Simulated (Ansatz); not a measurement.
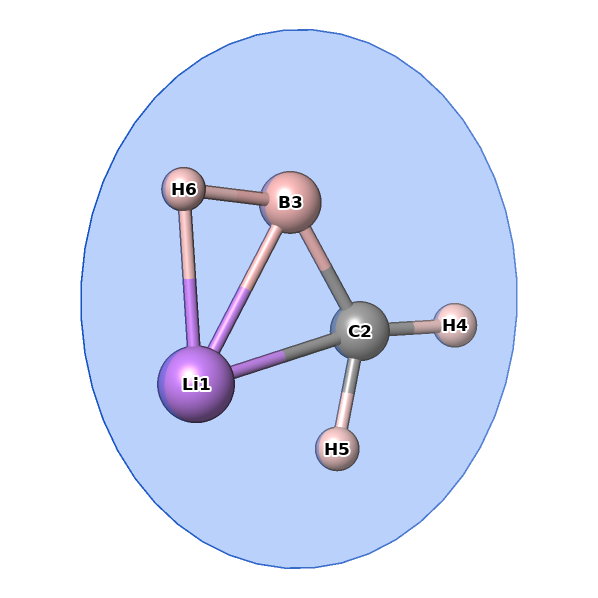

A disc through the centre of mass is drawn in. Atoms fade into the background with distance from the viewer. State: neutral, doublet. The geometry was computed by an optimisation with PBE-D4/def2-SVP. No frequency run is at hand to confirm it as a minimum.

Is the plane of the disc a mirror plane of the structure?

Answer. Yes. The reflection leaves Li1, C2, B3, H4, H5, H6 in place. The point group is Cs.
